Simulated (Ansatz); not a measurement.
# CH5GaOSi: up Jacob's ladder to CCSD(T)

Aim: compute CH5GaOSi with functionals from several rungs and with coupled cluster, and see how far each lands from CCSD(T) at the basis-set limit for the atomisation energy.

Computed with Ansatz 0.2.0, Gaussian basis. Level: functionals in def2-TZVPP, the program's frozen cores in correlated methods.

Plan: LDA (SPW92), PBE-D4, revPBE-D4, BLYP-D4, r2SCAN-D4, B97M-V, PBE0-D4, B3LYP-D4, r2SCANh-D4, r2SCAN0-D4, HSE06-D4, BHLYP-D4, CAM-B3LYP-D4, LC-ωPBE, ωB97X-V, ωB97M-V, B2PLYP, PBE-QIDH; CCSD(T)/def2-SVP; CCSD(T)/def2-TZVPP; MP2/def2-QZVPP; extrapolation to the limit; RPA on PBE.

## Step 1: The geometry

An earlier PBE0-D4 in a triple-zeta def2 set relaxation fixed the geometry.

SMILES `O=[C]([SiH3])[GaH2]`, 9 atoms, charge 0, spin multiplicity 1.

Atoms are counted from 1 here; the program's logs count them from 0.

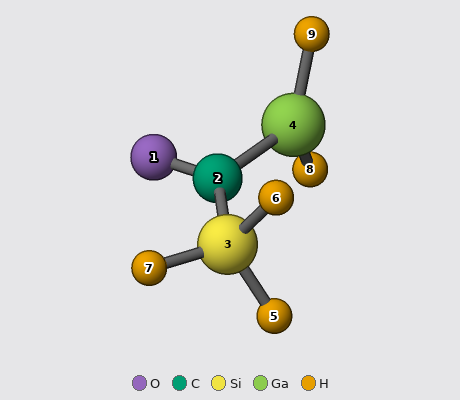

The geometry (oxygen purple, carbon teal, silicon yellow, gallium green, hydrogen amber); atoms are numbered from 1 in the order of the file.

## Step 2: LDA

This LDA is Slater exchange with PW92 correlation.

in.yaml reads:

```yaml
crystal:
  periodic: [false, false, false]
  atoms:
    - {symbol: O, position_ang: [1.324617, -1.080765, 0.439284]}
    - {symbol: C, position_ang: [0.406857, -0.334435, 0.136548]}
    - {symbol: Si, position_ang: [0.621469, 1.276237, -0.888549]}
    - {symbol: Ga, position_ang: [-1.127043, -1.313098, 0.996923]}
    - {symbol: H, position_ang: [-0.253785, 1.125973, -2.081365]}
    - {symbol: H, position_ang: [0.086116, 2.377446, -0.044554]}
    - {symbol: H, position_ang: [2.027778, 1.540728, -1.285778]}
    - {symbol: H, position_ang: [-1.740866, -2.510606, 0.198291]}
    - {symbol: H, position_ang: [-1.345133, -1.081480, 2.529189]}
basis:
  gaussian: {orbitals: def2-TZVPP}
hamiltonian: {xc: lda}
output: {orbitals: {seedname: orbitals}}
```

Run with:

```sh
$ ansatz run in.yaml --threads 4 --pin off --events-out ev --progress --plain --max-ram 10444MiB
```

The log of the run:

```text
Functional definition: SPW92
  name "SPW92"
  cite "Dirac, Proc. Camb. Phil. Soc. 26, 376 (1930) doi:10.1017/S0305004100016108"
  cite "Slater, Phys. Rev. 81, 385 (1951) doi:10.1103/PhysRev.81.385"
  cite "Perdew & Wang, Phys. Rev. B 45, 13244 (1992) doi:10.1103/PhysRevB.45.13244"
  exchange = slater_x
  correlation = pw_c
1282 factors; their error is unknown
mean field evaluation 1: about -63274.5309 eV, gradient 6.5e1 eV
mean field evaluation 2: about -63211.1556 eV, gradient 1.7e2 eV
mean field evaluation 4: about -63281.4052 eV, gradient 1.3e1 eV
mean field evaluation 8: about -63281.7555 eV, gradient 2.4e-1 eV
mean field evaluation 16: about -63281.7242 eV, gradient 3.0e-4 eV
mean field -63281.72415295 eV, -2325.5604687277 hartree, gradient 5.7e-5 eV, S^2 0.000000; 0 other end points of the search recorded, 0 dependent functions left out
reference -63281.72419870 eV, -2325.5604704090 hartree; 32, 32 occupied and 190, 190 virtual orbitals, 1282 factors
Total energy: -63281.72419870 eV, -2325.5604704090 hartree
```

Wall time 1.1 s (4 threads of Arm Neoverse V2, shared host); peak memory 0.27 GiB.

Atomisation energy: 3173.2 kJ/mol (free atoms -63248.836 eV, run apart). HOMO -5.30 eV, LUMO -3.23 eV.

## Step 3: PBE-D4 (GGA)

Changes to in.yaml since step 2:

```diff
@@ -14,3 +14,3 @@
   gaussian: {orbitals: def2-TZVPP}
-hamiltonian: {xc: lda}
-output: {orbitals: {seedname: orbitals}}
+hamiltonian: {xc: pbe, dispersion: d4}
+output: {forces: true, orbitals: {seedname: orbitals}}
```

Launched as before.

The log of the run, cut to the lines that bear on the results:

```text
Functional definition: PBE
  name "PBE"
  cite "Perdew, Burke & Ernzerhof, Phys. Rev. Lett. 77, 3865 (1996) doi:10.1103/PhysRevLett.77.3865"
  parent pbe
[...]
1282 factors; their error is unknown
[...]
mean field -63405.31539997 eV, -2330.1023632827 hartree, gradient 2.1e-5 eV, S^2 0.000000; 0 other end points of the search recorded, 0 dependent functions left out
[...]
reference -63405.31544854 eV, -2330.1023650673 hartree; 32, 32 occupied and 190, 190 virtual orbitals, 1282 factors
Total energy: -63405.51061484 eV, -2330.1095372968 hartree
Atom 0 at     1.324617    -1.080765     0.439284 Å, force     0.730704    -0.650683     0.275256 eV/Å
Atom 1 at     0.406857    -0.334435     0.136548 Å, force    -0.571390     0.541905    -0.234636 eV/Å
Atom 2 at     0.621469     1.276237    -0.888549 Å, force     0.002165     0.027477    -0.016462 eV/Å
Atom 3 at    -1.127043    -1.313098     0.996923 Å, force    -0.188813     0.062278    -0.004589 eV/Å
Atom 4 at    -0.253785     1.125973    -2.081365 Å, force    -0.096330    -0.013425    -0.119874 eV/Å
Atom 5 at     0.086116     2.377446    -0.044554 Å, force    -0.061736     0.111748     0.085014 eV/Å
Atom 6 at     2.027778     1.540728    -1.285778 Å, force     0.156212     0.040437    -0.051117 eV/Å
Atom 7 at    -1.740866    -2.510606     0.198291 Å, force     0.002397    -0.103520    -0.036873 eV/Å
Atom 8 at    -1.345133    -1.081480     2.529189 Å, force     0.026791    -0.016216     0.103281 eV/Å
Dipole moment:    -0.198546     0.288502    -0.143430 e Å
```

It took 2 s on 4 threads of Arm Neoverse V2, shared host; peak memory 0.28 GiB.

Atomisation energy: 2803.4 kJ/mol (free atoms -63376.455 eV, run apart). HOMO -5.13 eV, LUMO -3.00 eV.

## Step 4: revPBE-D4 (GGA)

Changes to in.yaml since step 3:

```diff
@@ -14,3 +14,3 @@
   gaussian: {orbitals: def2-TZVPP}
-hamiltonian: {xc: pbe, dispersion: d4}
-output: {forces: true, orbitals: {seedname: orbitals}}
+hamiltonian: {xc: {name: revPBE}, dispersion: d4}
+output: {orbitals: {seedname: orbitals}}
```

Launched as before.

The log of the run:

```text
Functional definition: revPBE
  name "revPBE"
  cite "Zhang & Yang, Phys. Rev. Lett. 80, 890 (1998) doi:10.1103/PhysRevLett.80.890"
  cite "Perdew, Burke & Ernzerhof, Phys. Rev. Lett. 77, 3865 (1996) doi:10.1103/PhysRevLett.77.3865"
  parameter kappa = 1.245
  parameter beta = 0.06672455060314922
  exchange = pbe_x(kappa = kappa, mu = beta*pi^2/3)
  correlation = pbe_c(beta = beta)
1282 factors; their error is unknown
mean field evaluation 1: about -63408.0334 eV, gradient 6.1e1 eV
mean field evaluation 2: about -63347.5045 eV, gradient 1.6e2 eV
mean field evaluation 4: about -63414.3767 eV, gradient 1.3e1 eV
mean field evaluation 8: about -63414.7302 eV, gradient 1.9e-1 eV
mean field evaluation 16: about -63414.6973 eV, gradient 3.0e-4 eV
mean field -63414.69732659 eV, -2330.4471427264 hartree, gradient 6.0e-5 eV, S^2 0.000000; 0 other end points of the search recorded, 0 dependent functions left out
reference -63414.69738702 eV, -2330.4471449471 hartree; 32, 32 occupied and 190, 190 virtual orbitals, 1282 factors
Total energy: -63415.23159192 eV, -2330.4667766152 hartree
```

Run time: 1.7 s. Hardware: 4 threads of Arm Neoverse V2, shared host; peak memory 0.28 GiB.

Atomisation energy: 2739.4 kJ/mol (free atoms -63386.840 eV, run apart). HOMO -5.06 eV, LUMO -2.90 eV.

## Step 5: BLYP-D4 (GGA)

Changes to in.yaml since step 4:

```diff
@@ -14,3 +14,3 @@
   gaussian: {orbitals: def2-TZVPP}
-hamiltonian: {xc: {name: revPBE}, dispersion: d4}
+hamiltonian: {xc: {name: BLYP}, dispersion: d4}
 output: {orbitals: {seedname: orbitals}}
```

Launched as before.

The log of the run:

```text
Functional definition: BLYP
  name "BLYP"
  cite "Becke, Phys. Rev. A 38, 3098 (1988) doi:10.1103/PhysRevA.38.3098"
  cite "Lee, Yang & Parr, Phys. Rev. B 37, 785 (1988) doi:10.1103/PhysRevB.37.785"
  parameter beta = 0.0042
  parameter a = 0.04918
  parameter b = 0.132
  parameter c = 0.2533
  parameter d = 0.349
  exchange = b88_x(beta = beta)
  correlation = lyp_c(a = a, b = b, c = c, d = d)
1282 factors; their error is unknown
mean field evaluation 1: about -63414.2709 eV, gradient 6.7e1 eV
mean field evaluation 2: about -63344.5188 eV, gradient 1.7e2 eV
mean field evaluation 4: about -63421.7411 eV, gradient 1.5e1 eV
mean field evaluation 8: about -63422.1683 eV, gradient 2.1e-1 eV
mean field evaluation 16: about -63422.1358 eV, gradient 3.2e-4 eV
mean field -63422.13576300 eV, -2330.7205002225 hartree, gradient 5.3e-5 eV, S^2 0.000000; 0 other end points of the search recorded, 0 dependent functions left out
reference -63422.13616550 eV, -2330.7205150144 hartree; 32, 32 occupied and 190, 190 virtual orbitals, 1282 factors
Total energy: -63422.55805233 eV, -2330.7360190692 hartree
```

It took 1.7 s on 4 threads of Arm Neoverse V2, shared host; peak memory 0.28 GiB.

Atomisation energy: 2762.3 kJ/mol (free atoms -63393.929 eV, run apart). HOMO -5.03 eV, LUMO -2.84 eV.

## Step 6: r2SCAN-D4 (meta-GGA)

Changes to in.yaml since step 5:

```diff
@@ -14,3 +14,3 @@
   gaussian: {orbitals: def2-TZVPP}
-hamiltonian: {xc: {name: BLYP}, dispersion: d4}
-output: {orbitals: {seedname: orbitals}}
+hamiltonian: {xc: r2scan, dispersion: d4}
+output: {forces: true, orbitals: {seedname: orbitals}}
```

Launched as before.

The log of the run, cut to the lines that bear on the results:

```text
Functional definition: r2SCAN
  name "r2SCAN"
  cite "Furness, Kaplan, Ning, Perdew & Sun, J. Phys. Chem. Lett. 11, 8208 (2020) doi:10.1021/acs.jpclett.0c02405"
  cite "Furness, Kaplan, Ning, Perdew & Sun, J. Phys. Chem. Lett. 11, 9248 (2020) doi:10.1021/acs.jpclett.0c03077"
  parent r2scan
[...]
1282 factors; their error is unknown
[...]
mean field -63418.28913728 eV, -2330.5791393346 hartree, gradient 6.1e-6 eV, S^2 0.000000; 0 other end points of the search recorded, 0 dependent functions left out
[...]
reference -63418.28915203 eV, -2330.5791398768 hartree; 32, 32 occupied and 190, 190 virtual orbitals, 1282 factors
Total energy: -63418.33534331 eV, -2330.5808373749 hartree
Atom 0 at     1.324617    -1.080765     0.439284 Å, force     0.264310    -0.327457     0.155785 eV/Å
Atom 1 at     0.406857    -0.334435     0.136548 Å, force    -0.299392     0.282167    -0.121155 eV/Å
Atom 2 at     0.621469     1.276237    -0.888549 Å, force     0.004992     0.054829    -0.033880 eV/Å
Atom 3 at    -1.127043    -1.313098     0.996923 Å, force    -0.084757    -0.012123     0.023393 eV/Å
Atom 4 at    -0.253785     1.125973    -2.081365 Å, force     0.013361     0.004577     0.026317 eV/Å
Atom 5 at     0.086116     2.377446    -0.044554 Å, force     0.006276    -0.023763    -0.018618 eV/Å
Atom 6 at     2.027778     1.540728    -1.285778 Å, force    -0.024792     0.004634     0.001103 eV/Å
Atom 7 at    -1.740866    -2.510606     0.198291 Å, force     0.074970     0.063020     0.073467 eV/Å
Atom 8 at    -1.345133    -1.081480     2.529189 Å, force     0.045031    -0.045883    -0.106412 eV/Å
Dipole moment:    -0.221669     0.300306    -0.146757 e Å
```

It took 4.2 s on 4 threads of Arm Neoverse V2, shared host; peak memory 0.3 GiB.

Atomisation energy: 2779.8 kJ/mol (free atoms -63389.525 eV, run apart). HOMO -5.30 eV, LUMO -2.81 eV.

## Step 7: B97M-V (meta-GGA)

Changes to in.yaml since step 6:

```diff
@@ -14,3 +14,3 @@
   gaussian: {orbitals: def2-TZVPP}
-hamiltonian: {xc: r2scan, dispersion: d4}
-output: {forces: true, orbitals: {seedname: orbitals}}
+hamiltonian: {xc: {name: B97M-V}}
+output: {orbitals: {seedname: orbitals}}
```

Launched as before.

The log of the run, cut to the lines that bear on the results:

```text
Functional definition: B97M-V
  name "B97M-V"
  cite "Mardirossian & Head-Gordon, J. Chem. Phys. 142, 074111 (2015) doi:10.1063/1.4907719"
  cite "Becke, J. Chem. Phys. 107, 8554 (1997) doi:10.1063/1.475007"
  cite "Vydrov & Van Voorhis, J. Chem. Phys. 133, 244103 (2010) doi:10.1063/1.3521275"
  # Of w^i u^j: cxij and so on, Table III.
[...]
  gx(w, u) = cx00 + cx01*u + cx02*u^2 + (cx10 + cx11*u)*w
  gss(w, u) = css00 + css02*u^2 + css10*w + (css32*w^3 + css42*w^4)*u^2
  gos(w, u) = cos00 + cos01*u + cos03*u^3 + cos10*w + cos32*w^3*u^2
[...]
      + integral(e_c_pw_mod_opposite_spin*gos(b97_w_opposite, b97_u_opposite)) + vv10(b, c)
1282 factors; their error is unknown
[...]
mean field -63408.40618303 eV, -2330.2159474648 hartree, gradient 3.4e-5 eV, S^2 0.000000; 0 other end points of the search recorded, 0 dependent functions left out
reference -63408.40625491 eV, -2330.2159501065 hartree; 32, 32 occupied and 190, 190 virtual orbitals, 1282 factors
Total energy: -63408.40625491 eV, -2330.2159501065 hartree
```

Wall time 6.5 s (4 threads of Arm Neoverse V2, shared host); peak memory 0.36 GiB.

Atomisation energy: 2785.4 kJ/mol (free atoms -63379.537 eV, run apart). HOMO -5.43 eV, LUMO -2.79 eV.

## Step 8: PBE0-D4 (hybrid)

Changes to in.yaml since step 7:

```diff
@@ -14,3 +14,3 @@
   gaussian: {orbitals: def2-TZVPP}
-hamiltonian: {xc: {name: B97M-V}}
+hamiltonian: {xc: pbe0, dispersion: d4}
 output: {orbitals: {seedname: orbitals}}
```

Same command.

The log of the run:

```text
Functional definition: PBE0
  name "PBE0"
  cite "Adamo & Barone, J. Chem. Phys. 110, 6158 (1999) doi:10.1063/1.478522"
  cite "Perdew, Burke & Ernzerhof, Phys. Rev. Lett. 77, 3865 (1996) doi:10.1103/PhysRevLett.77.3865"
  parent pbe
  parameter a = 0.25
  parameter kappa = 0.804
  parameter beta = 0.06672455060314922
  exchange = (1 - a)*pbe_x(kappa = kappa, mu = beta*pi^2/3) + a*exact_x
  correlation = pbe_c(beta = beta)
1330 factors; their error is unknown
mean field evaluation 1: about -63402.7341 eV, gradient 4.9e1 eV
mean field evaluation 2: about -63375.7359 eV, gradient 1.2e2 eV
mean field evaluation 4: about -63406.7360 eV, gradient 1.0e1 eV
mean field evaluation 8: about -63406.9050 eV, gradient 1.9e-1 eV
mean field evaluation 16: about -63407.1155 eV, gradient 6.4e-5 eV
mean field -63407.11546703 eV, -2330.1685145268 hartree, gradient 6.4e-5 eV, S^2 0.000000; 0 other end points of the search recorded, 0 dependent functions left out
reference -63407.11550342 eV, -2330.1685158641 hartree; 32, 32 occupied and 190, 190 virtual orbitals, 1330 factors
Total energy: -63407.28164331 eV, -2330.1746213924 hartree
```

Run time: 2.4 s. Hardware: 4 threads of Arm Neoverse V2, shared host; peak memory 0.55 GiB.

Atomisation energy: 2740.7 kJ/mol (free atoms -63378.877 eV, run apart). HOMO -6.26 eV, LUMO -1.81 eV.

## Step 9: B3LYP-D4 (hybrid)

B3LYP here takes the VWN-RPA correlation.

Changes to in.yaml since step 8:

```diff
@@ -14,3 +14,3 @@
   gaussian: {orbitals: def2-TZVPP}
-hamiltonian: {xc: pbe0, dispersion: d4}
-output: {orbitals: {seedname: orbitals}}
+hamiltonian: {xc: {name: B3LYP}, dispersion: d4}
+output: {forces: true, orbitals: {seedname: orbitals}}
```

The command is unchanged.

The log of the run, cut to the lines that bear on the results:

```text
Functional definition: B3LYP
  name "B3LYP"
  cite "Stephens, Devlin, Chabalowski & Frisch, J. Phys. Chem. 98, 11623 (1994) doi:10.1021/j100096a001"
  cite "Becke, Phys. Rev. A 38, 3098 (1988) doi:10.1103/PhysRevA.38.3098"
  cite "Lee, Yang & Parr, Phys. Rev. B 37, 785 (1988) doi:10.1103/PhysRevB.37.785"
  cite "Vosko, Wilk & Nusair, Can. J. Phys. 58, 1200 (1980) doi:10.1139/p80-159"
[...]
1320 factors; their error is unknown
[...]
mean field -63423.15294038 eV, -2330.7578808017 hartree, gradient 1.4e-5 eV, S^2 0.000000; 0 other end points of the search recorded, 0 dependent functions left out
[...]
reference -63423.15324047 eV, -2330.7578918299 hartree; 32, 32 occupied and 190, 190 virtual orbitals, 1320 factors
Total energy: -63423.47116236 eV, -2330.7695752441 hartree
Atom 0 at     1.324617    -1.080765     0.439284 Å, force     0.229088    -0.163855     0.061366 eV/Å
Atom 1 at     0.406857    -0.334435     0.136548 Å, force    -0.073896     0.193636    -0.104943 eV/Å
Atom 2 at     0.621469     1.276237    -0.888549 Å, force    -0.003069     0.112469    -0.068196 eV/Å
Atom 3 at    -1.127043    -1.313098     0.996923 Å, force    -0.180128    -0.055225     0.066016 eV/Å
Atom 4 at    -0.253785     1.125973    -2.081365 Å, force     0.055146     0.010919     0.071595 eV/Å
Atom 5 at     0.086116     2.377446    -0.044554 Å, force     0.034735    -0.066532    -0.053158 eV/Å
Atom 6 at     2.027778     1.540728    -1.285778 Å, force    -0.087840    -0.017148     0.025074 eV/Å
Atom 7 at    -1.740866    -2.510606     0.198291 Å, force     0.014835    -0.000006     0.013850 eV/Å
Atom 8 at    -1.345133    -1.081480     2.529189 Å, force     0.011128    -0.014257    -0.011604 eV/Å
Dipole moment:    -0.249698     0.312180    -0.149271 e Å
```

Wall time 3.6 s (4 threads of Arm Neoverse V2, shared host); peak memory 0.61 GiB.

With the free atoms at this level, -63394.903 eV in sum, the atomisation energy is 2756.4 kJ/mol. HOMO -6.09 eV, LUMO -2.06 eV.

## Step 10: r2SCANh-D4 (hybrid)

Changes to in.yaml since step 9:

```diff
@@ -14,3 +14,3 @@
   gaussian: {orbitals: def2-TZVPP}
-hamiltonian: {xc: {name: B3LYP}, dispersion: d4}
-output: {forces: true, orbitals: {seedname: orbitals}}
+hamiltonian: {xc: {name: r2SCANh}, dispersion: d4}
+output: {orbitals: {seedname: orbitals}}
```

The command is unchanged.

The log of the run, cut to the lines that bear on the results:

```text
Functional definition: r2SCANh
  name "r2SCANh"
  cite "Bursch, Neugebauer, Ehlert & Grimme, J. Chem. Phys. 156, 134105 (2022) doi:10.1063/5.0086040"
  cite "Furness, Kaplan, Ning, Perdew & Sun, J. Phys. Chem. Lett. 11, 8208 (2020) doi:10.1021/acs.jpclett.0c02405"
  cite "Furness, Kaplan, Ning, Perdew & Sun, J. Phys. Chem. Lett. 11, 9248 (2020) doi:10.1021/acs.jpclett.0c03077"
  parent r2scan
[...]
1305 factors; their error is unknown
[...]
mean field -63417.70262050 eV, -2330.5575852407 hartree, gradient 6.4e-5 eV, S^2 0.000000; 0 other end points of the search recorded, 0 dependent functions left out
reference -63417.70263406 eV, -2330.5575857388 hartree; 32, 32 occupied and 190, 190 virtual orbitals, 1305 factors
Total energy: -63417.75269654 eV, -2330.5594255011 hartree
```

Run time: 4.3 s. Hardware: 4 threads of Arm Neoverse V2, shared host; peak memory 0.57 GiB.

With the free atoms at this level, -63389.215 eV in sum, the atomisation energy is 2753.5 kJ/mol. HOMO -5.73 eV, LUMO -2.37 eV.

## Step 11: r2SCAN0-D4 (hybrid)

Changes to in.yaml since step 10:

```diff
@@ -14,3 +14,3 @@
   gaussian: {orbitals: def2-TZVPP}
-hamiltonian: {xc: {name: r2SCANh}, dispersion: d4}
+hamiltonian: {xc: {name: r2SCAN0}, dispersion: d4}
 output: {orbitals: {seedname: orbitals}}
```

Launched as before.

The log of the run, cut to the lines that bear on the results:

```text
Functional definition: r2SCAN0
  name "r2SCAN0"
  cite "Bursch, Neugebauer, Ehlert & Grimme, J. Chem. Phys. 156, 134105 (2022) doi:10.1063/5.0086040"
  cite "Furness, Kaplan, Ning, Perdew & Sun, J. Phys. Chem. Lett. 11, 8208 (2020) doi:10.1021/acs.jpclett.0c02405"
  cite "Furness, Kaplan, Ning, Perdew & Sun, J. Phys. Chem. Lett. 11, 9248 (2020) doi:10.1021/acs.jpclett.0c03077"
  parent r2scan
[...]
1330 factors; their error is unknown
[...]
mean field -63416.87513559 eV, -2330.5271757312 hartree, gradient 1.1e-5 eV, S^2 0.000000; 0 other end points of the search recorded, 0 dependent functions left out
reference -63416.87514735 eV, -2330.5271761632 hartree; 32, 32 occupied and 190, 190 virtual orbitals, 1330 factors
Total energy: -63416.93090310 eV, -2330.5292251493 hartree
```

Wall time 4.5 s (4 threads of Arm Neoverse V2, shared host); peak memory 0.58 GiB.

With the free atoms at this level, -63388.774 eV in sum, the atomisation energy is 2716.7 kJ/mol. HOMO -6.39 eV, LUMO -1.72 eV.

## Step 12: HSE06-D4 (hybrid)

HSE06 is the plane-wave form, built on full-range PBE exchange.

Changes to in.yaml since step 11:

```diff
@@ -14,3 +14,3 @@
   gaussian: {orbitals: def2-TZVPP}
-hamiltonian: {xc: {name: r2SCAN0}, dispersion: d4}
+hamiltonian: {xc: hse06, dispersion: d4}
 output: {orbitals: {seedname: orbitals}}
```

Launched as before.

The log of the run, cut to the lines that bear on the results:

```text
Functional definition: HSE06
  name "HSE06"
  cite "Heyd, Scuseria & Ernzerhof, J. Chem. Phys. 118, 8207 (2003) doi:10.1063/1.1564060"
  cite "Krukau, Vydrov, Izmaylov & Scuseria, J. Chem. Phys. 125, 224106 (2006) doi:10.1063/1.2404663"
  cite "Heyd & Scuseria, J. Chem. Phys. 120, 7274 (2004) doi:10.1063/1.1668634"
  cite "Ernzerhof & Perdew, J. Chem. Phys. 109, 3313 (1998) doi:10.1063/1.476928"
  cite "Perdew, Burke & Ernzerhof, Phys. Rev. Lett. 77, 3865 (1996) doi:10.1103/PhysRevLett.77.3865"
  parent pbe
[...]
  # The whole range is PBE's own exchange, as in plane waves. The composition of these papers is wPBEh.
[...]
1330 factors; their error is unknown
112 factors; integrals over basis functions are off by at most 8.2e-7 eV
[...]
mean field -63406.76222689 eV, -2330.1555331910 hartree, gradient 7.7e-5 eV, S^2 0.000000; 0 other end points of the search recorded, 0 dependent functions left out
reference -63406.76227536 eV, -2330.1555349722 hartree; 32, 32 occupied and 190, 190 virtual orbitals, 1330 factors
Total energy: -63406.91883490 eV, -2330.1612884292 hartree
```

It took 2.6 s on 4 threads of Arm Neoverse V2, shared host; peak memory 0.59 GiB.

With the free atoms at this level, -63378.493 eV in sum, the atomisation energy is 2742.7 kJ/mol. HOMO -5.86 eV, LUMO -2.21 eV.

## Step 13: BHLYP-D4 (hybrid)

Changes to in.yaml since step 12:

```diff
@@ -14,3 +14,3 @@
   gaussian: {orbitals: def2-TZVPP}
-hamiltonian: {xc: hse06, dispersion: d4}
+hamiltonian: {xc: {name: BHLYP}, dispersion: d4}
 output: {orbitals: {seedname: orbitals}}
```

Same command.

The log of the run:

```text
Functional definition: BHLYP
  name "BHLYP"
  cite "Becke, J. Chem. Phys. 98, 1372 (1993) doi:10.1063/1.464304"
  cite "Becke, Phys. Rev. A 38, 3098 (1988) doi:10.1103/PhysRevA.38.3098"
  cite "Lee, Yang & Parr, Phys. Rev. B 37, 785 (1988) doi:10.1103/PhysRevB.37.785"
  parameter a = 0.5
  exchange = (1 - a)*b88_x + a*exact_x
  correlation = lyp_c
1456 factors; their error is unknown
mean field evaluation 1: about -63414.6051 eV, gradient 4.3e1 eV
mean field evaluation 2: about -63407.9532 eV, gradient 7.3e1 eV
mean field evaluation 4: about -63418.0007 eV, gradient 4.8e0 eV
mean field evaluation 8: about -63418.0383 eV, gradient 1.0e-1 eV
mean field evaluation 16: about -63418.4917 eV, gradient 4.5e-5 eV
mean field -63418.49172611 eV, -2330.5865843368 hartree, gradient 4.5e-5 eV, S^2 0.000000; 0 other end points of the search recorded, 0 dependent functions left out
reference -63418.49192909 eV, -2330.5865917965 hartree; 32, 32 occupied and 190, 190 virtual orbitals, 1456 factors
Total energy: -63418.75815694 eV, -2330.5963754892 hartree
```

Run time: 2.7 s. Hardware: 4 threads of Arm Neoverse V2, shared host; peak memory 0.58 GiB.

Atomisation energy: 2666.9 kJ/mol (free atoms -63391.117 eV, run apart). HOMO -7.38 eV, LUMO -0.84 eV.

(Part 1 of 2 ends here.)
